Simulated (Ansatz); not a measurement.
# CHGaS (quintet): correlated methods under varied settings

What do other methods and options give for CHGaS (quintet) at this geometry, and how long do they take?

Program: Ansatz 0.2.0, Gaussian basis. Level of theory: the settings change from run to run. These are calculated values, not measurements.

26 further runs of the same task are left out: 2 for a known fault of the program, 10 that didn't finish, 14 set aside as unsound or not needed.

**1. The system**

The geometry is a PBE0/def2-TZVP stationary point (not a proven minimum) of the parent state, kept for this charge and spin. No spin-orbit coupling is included. The filled d shell of Ga may be among the frozen orbitals whatever the setting's name suggests; the logs give the count.

4 atoms, charge 0, spin multiplicity 5.

Atoms are counted from 1 here; the program's logs count them from 0.

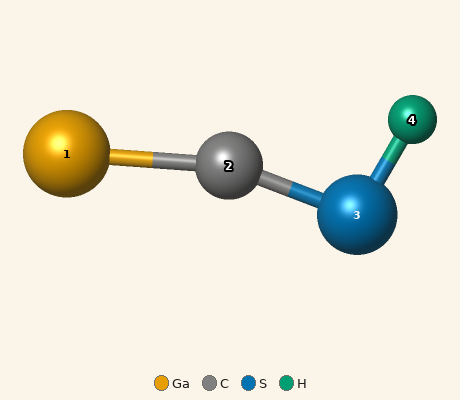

The structure; gallium amber, carbon grey, sulfur blue, hydrogen teal; atoms are numbered from 1 in the order of the file.

**2. CASSCF(10,7)/STO-3G**

in.yaml

```yaml
crystal:
  periodic: [false, false, false]
  atoms:
    - {symbol: Ga, position_ang: [-0.000001, -0.315610, 2.430018]}
    - {symbol: C, position_ang: [-0.000043, -0.107891, 0.446447]}
    - {symbol: S, position_ang: [0.000000, -0.424142, -1.207132]}
    - {symbol: H, position_ang: [0.000043, 0.847643, -1.669333]}
basis:
  gaussian: {orbitals: STO-3G}
magnetization: {spin_polarized: false, initial_magnetization: 4}
correlation: {active_space: {window: {electrons: 10, orbitals: 7}, states: [{multiplicity: 5, weights: [0.5, 1, 1]}], root: 1}}
```

Run with:

```console
$ ansatz run in.yaml --threads 1 --pin off --events-out ev --progress --plain --max-ram 2393MiB
```

The program printed (excerpt; [...] marks lines left out):

```text
Functional definition: HF
  name "HF"
  cite "Fock, Z. Phys. 61, 126 (1930) doi:10.1007/BF01340294"
  parent pbe
[...]
480 factors; integrals over basis functions are off by at most 3.4e-8 eV
[...]
mean field -63457.34337886 eV, -2332.0143562409 hartree, gradient 1.7e-6 eV, S^2 6.000000; 12 other end points of the search recorded, 0 dependent functions left out
reference -63457.34337886 eV, -2332.0143562409 hartree; 29, 25 occupied and 4, 8 virtual orbitals, 480 factors
state -63457.34149886 eV, -2332.0142871521 hartree
state -63457.30660382 eV, -2332.0130047831 hartree
state -63457.22532415 eV, -2332.0100178102 hartree
[...]
Total energy: -63457.30660382 eV, -2332.0130047831 hartree
```

It took 14 s on 1 thread of Arm Neoverse N1, shared host.

From the report: 35 determinants; active occupations (of the averaged states) 2.00, 1.80, 1.60, 1.60, 1.00, 1.00, 1.00.

**3. NEVPT4(SD)(4,5)/STO-3G**

in.yaml, as its differences from that of step 2:

```diff
@@ -10,2 +10,2 @@
 magnetization: {spin_polarized: false, initial_magnetization: 4}
-correlation: {active_space: {window: {electrons: 10, orbitals: 7}, states: [{multiplicity: 5, weights: [0.5, 1, 1]}], root: 1}}
+correlation: {method: fic_nevpt4_sd, electrons: all, active_space: {window: {electrons: 4, orbitals: 5}, states: [{multiplicity: 5, weights: [1, 1, 1]}]}}
```

The command is unchanged.

The program printed (excerpt; [...] marks lines left out):

```text
Functional definition: HF
  name "HF"
  cite "Fock, Z. Phys. 61, 126 (1930) doi:10.1007/BF01340294"
  parent pbe
[...]
480 factors; integrals over basis functions are off by at most 3.4e-8 eV
[...]
mean field -63457.34337886 eV, -2332.0143562409 hartree, gradient 1.7e-6 eV, S^2 6.000000; 12 other end points of the search recorded, 0 dependent functions left out
reference -63457.34337886 eV, -2332.0143562409 hartree; 29, 25 occupied and 4, 8 virtual orbitals, 480 factors
state -63457.28238579 eV, -2332.0121147870 hartree
state -63456.52974851 eV, -2331.9844558771 hartree
state -63453.40863749 eV, -2331.8697571625 hartree
state -63457.28238579 eV, -2332.0121147870 hartree; corrected -63460.46322100 eV, -2332.1290083248 hartree
state -63456.52974851 eV, -2331.9844558771 hartree; corrected -63459.63117139 eV, -2332.0984310658 hartree
state -63453.40863749 eV, -2331.8697571625 hartree; corrected -63457.30571436 eV, -2332.0129720962 hartree
Total energy: -63459.13336892 eV, -2332.0801371622 hartree
```

Wall time 7.5 s (1 thread of Arm Neoverse N1, shared host).

From the report: 5 determinants; active occupations (of the averaged states) 1.00, 1.00, 0.67, 0.67, 0.67.

**4. CASSCF(6,5)/6-31G**

in.yaml, as its differences from that of step 3:

```diff
@@ -8,4 +8,5 @@
 basis:
-  gaussian: {orbitals: STO-3G}
+  gaussian: {orbitals: 6-31G}
 magnetization: {spin_polarized: false, initial_magnetization: 4}
-correlation: {method: fic_nevpt4_sd, electrons: all, active_space: {window: {electrons: 4, orbitals: 5}, states: [{multiplicity: 5, weights: [1, 1, 1]}]}}
+correlation: {active_space: {window: {electrons: 6, orbitals: 5}}}
+scf: {lower_state_search: off}
```

The command is unchanged.

The program printed:

```text
Functional definition: HF
  name "HF"
  cite "Fock, Z. Phys. 61, 126 (1930) doi:10.1007/BF01340294"
  parent pbe
  exchange = exact_x
  correlation = 0
these checks for a lower state are left out or cut short: stability, starts, cluster_reference, orbital_swaps, neighbouring_geometries, increment
551 factors; integrals over basis functions are off by at most 3.0e-4 eV
mean field evaluation 1: about -64179.9548 eV, gradient 1.2e1 eV
mean field evaluation 2: about -64180.0387 eV, gradient 1.2e1 eV
mean field evaluation 4: about -64182.0839 eV, gradient 2.5e0 eV
mean field evaluation 8: about -64182.1790 eV, gradient 4.7e-1 eV
mean field -64182.18171374 eV, -2358.6516737345 hartree, gradient 4.7e-6 eV, S^2 6.000000; 0 other end points of the search recorded, 0 dependent functions left out
reference -64182.18171374 eV, -2358.6516737345 hartree; 29, 25 occupied and 24, 28 virtual orbitals, 551 factors
state -64182.18171374 eV, -2358.6516737345 hartree
Total energy: -64182.18171374 eV, -2358.6516737345 hartree
Checks for a lower state left out: stability, starts, cluster_reference, orbital_swaps, neighbouring_geometries, increment
```

Run time: 1.2 s. Hardware: 1 thread of Arm Neoverse N1, shared host.

From the report: 5 determinants; active occupations 2.00, 1.00, 1.00, 1.00, 1.00. With so small a space the active step adds no correlation: the energy is the mean field's.

**5. HF/6-31G***

in.yaml, as its differences from that of step 4:

```diff
@@ -8,5 +8,6 @@
 basis:
-  gaussian: {orbitals: 6-31G}
+  gaussian: {orbitals: "6-31G*", fitting: {mean_field: def2-universal-jkfit}}
 magnetization: {spin_polarized: false, initial_magnetization: 4}
-correlation: {active_space: {window: {electrons: 6, orbitals: 5}}}
+hamiltonian: {xc: hf}
 scf: {lower_state_search: off}
+output: {orbitals: {seedname: orbitals}}
```

Launched as before.

The program printed:

```text
Functional definition: HF
  name "HF"
  cite "Fock, Z. Phys. 61, 126 (1930) doi:10.1007/BF01340294"
  parent pbe
  exchange = exact_x
  correlation = 0
these checks for a lower state are left out or cut short: stability, starts, cluster_reference, orbital_swaps, neighbouring_geometries, increment
487 factors; integrals over basis functions are off by at most 1.1e-1 eV
mean field evaluation 1: about -64182.6167 eV, gradient 1.2e1 eV
mean field evaluation 2: about -64184.4120 eV, gradient 6.6e0 eV
mean field evaluation 4: about -64184.8542 eV, gradient 1.4e0 eV
mean field evaluation 8: about -64184.8735 eV, gradient 2.9e-6 eV
mean field -64184.87354506 eV, -2358.7505967109 hartree, gradient 2.9e-6 eV, S^2 6.000000; 0 other end points of the search recorded, 0 dependent functions left out
reference -64184.87354506 eV, -2358.7505967109 hartree; 29, 25 occupied and 42, 46 virtual orbitals, 487 factors
Total energy: -64184.87354506 eV, -2358.7505967109 hartree
Checks for a lower state left out: stability, starts, cluster_reference, orbital_swaps, neighbouring_geometries, increment
```

It took 0.99 s on 1 thread of Arm Neoverse N1, shared host.

**6. MP2 on UHF/cc-pVDZ**

in.yaml

```yaml
crystal:
  periodic: [false, false, false]
  atoms:
    - {symbol: Ga, position_ang: [-0.000001, -0.315610, 2.430018]}
    - {symbol: C, position_ang: [-0.000043, -0.107891, 0.446447]}
    - {symbol: S, position_ang: [0.000000, -0.424142, -1.207132]}
    - {symbol: H, position_ang: [0.000043, 0.847643, -1.669333]}
basis:
  gaussian: {orbitals: cc-pVDZ}
magnetization: {spin_polarized: true, initial_magnetization: 4}
correlation: {method: mp2, electrons: valence}
scf: {lower_state_search: light}
```

The command is unchanged.

The program printed (excerpt; [...] marks lines left out):

```text
Functional definition: HF
  name "HF"
  cite "Fock, Z. Phys. 61, 126 (1930) doi:10.1007/BF01340294"
  parent pbe
[...]
696 factors; integrals over basis functions are off by at most 1.4e-3 eV
[...]
mean field -64192.63882285 eV, -2359.0359654063 hartree, gradient 3.2e-6 eV, S^2 6.041260; 6 other end points of the search recorded, 0 dependent functions left out
15 core orbitals not correlated: weight in the atoms' cores, before any rotation towards them, 1.000 or more for the frozen orbitals, at most 0.000 for the correlated occupied ones
reference -64192.63882285 eV, -2359.0359654063 hartree; 14, 10 occupied and 35, 39 virtual orbitals, 696 factors
second order -6.98549279 eV of doubles, -0.00000000 eV of singles
Total energy: -64199.62431564 eV, -2359.2926775314 hartree
```

Run time: 6.5 s. Hardware: 1 thread of Arm Neoverse N1, shared host.

From the report: ⟨S²⟩ of the determinant 6.041 (pure quintet: 6.00).

**7. MP2 on UHF/STO-3G**

in.yaml, as its differences from that of step 6:

```diff
@@ -8,5 +8,5 @@
 basis:
-  gaussian: {orbitals: cc-pVDZ}
+  gaussian: {orbitals: STO-3G}
 magnetization: {spin_polarized: true, initial_magnetization: 4}
-correlation: {method: mp2, electrons: valence}
-scf: {lower_state_search: light}
+correlation: {method: mp2, electrons: outside_noble_gas}
+accuracy: high
```

Same command.

The program printed (excerpt; [...] marks lines left out):

```text
Functional definition: HF
  name "HF"
  cite "Fock, Z. Phys. 61, 126 (1930) doi:10.1007/BF01340294"
  parent pbe
[...]
502 factors; integrals over basis functions are off by at most 1.9e-8 eV
[...]
mean field -63457.58446634 eV, -2332.0232160422 hartree, gradient 2.9e-8 eV, S^2 6.050745; 12 other end points of the search recorded, 0 dependent functions left out
20 core orbitals not correlated, not the lowest: weight in the atoms' cores, before any rotation towards them, 0.006 or more for the frozen orbitals, at most 0.472 for the correlated occupied ones
reference -63457.58446634 eV, -2332.0232160422 hartree; 9, 5 occupied and 4, 8 virtual orbitals, 502 factors
second order -1.48933417 eV of doubles, -0.00000000 eV of singles
Total energy: -63459.07380051 eV, -2332.0779480635 hartree
```

Wall time 5.5 s (1 thread of Arm Neoverse N1, shared host).

From the report: ⟨S²⟩ of the determinant 6.051 (pure quintet: 6.00).

**8. The runs in one table**

| level | correlated | functions | energy (eV) | time |
| --- | --- | --- | --- | --- |
| CASSCF(10,7)/STO-3G (excited root 1 of an average) |  | 33 | -63457.3066 | 14 s |
| NEVPT4(SD)(4,5)/STO-3G (mean of several states) | all | 33 | -63459.1334 | 7.5 s |
| CASSCF(6,5)/6-31G |  | 53 | -64182.1817 | 1.2 s |
| HF/6-31G* |  | 71 | -64184.8735 | 0.99 s |
| MP2 on UHF/cc-pVDZ | valence | 64 | -64199.6243 | 6.5 s |
| MP2 on UHF/STO-3G | outside noble gas | 33 | -63459.0738 | 5.5 s |

**9. Summary of results**

```
quantity                                                     value
    runs                                                         6
quickest                                         HF/6-31G*, 0.99 s
 slowest  CASSCF(10,7)/STO-3G (excited root 1 of an average), 14 s
```

Total energies in different bases, with other cores or another treatment of relativity can't be set against each other. CASSCF(10,7)/STO-3G (excited root 1 of an average) took 14 times as long as HF/6-31G*; the jobs differ in more than the method.
